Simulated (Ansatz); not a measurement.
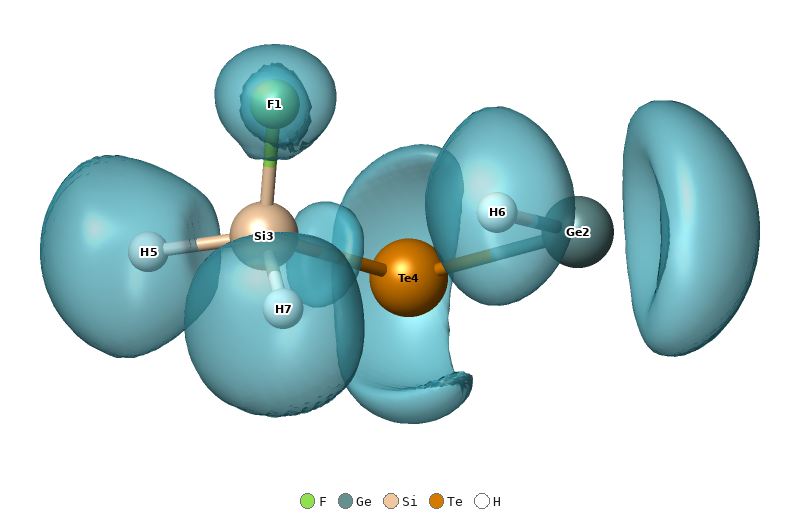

*FGeH3SiTe (SMILES F[SiH2][Te]#[GeH]). Isosurface of the electron localisation function at 0.8 (cyan), seen from one side. Core shells and regions of very low density are left out.*

Geometry: PBE0-D3(BJ)/def2-SVP; core potentials replace the inner electrons of Te.

All numbers below come from Ansatz, isolated molecule in a Gaussian basis; Kohn-Sham density functional theory, functional PBE0.

The calculation's input:

```
crystal:
  periodic: [false, false, false]
  atoms:
    - {symbol: F, position_ang: [-3.055441, -1.434593, -0.618656]}
    - {symbol: Ge, position_ang: [0.093455, 0.660012, -1.703411]}
    - {symbol: Si, position_ang: [-1.854031, -1.629651, 0.458171]}
    - {symbol: Te, position_ang: [0.335970, -1.705711, -0.730572]}
    - {symbol: H, position_ang: [-2.084880, -2.925773, 1.155783]}
    - {symbol: H, position_ang: [-1.266775, 0.919042, -0.904554]}
    - {symbol: H, position_ang: [-1.890411, -0.480660, 1.400826]}
basis:
  gaussian:
    orbitals: def2-TZVPD
hamiltonian:
  xc: pbe0
output:
  forces: true
  orbitals: {seedname: orbitals}
```

Command:

```sh
ansatz run input.yaml --threads 2 --pin off --max-ram 4350MiB --events-out events.jsonl --progress --plain --runs-dir runs
```

### Identify the bonds, lone pairs and shells in this picture.

The ELF exceeds this value in one region between bonded Si–Te atoms (shared pairs), three regions around hydrogen nuclei, one lobe on Ge, pointing away from the bonds (lone pairs), one region wrapped around F (its valence shell) and one region wrapped around Te (its valence shell).

Values along the shortest contacts:
Si–F (1.63 Å): the ELF peaks at about 0.85 in the valence shell of F, 0.6 Å from its nucleus, and is about 0.55 at the midpoint. Si–Te (2.49 Å): the ELF peaks at about 0.90 between the atoms: localised, covalent bonding.
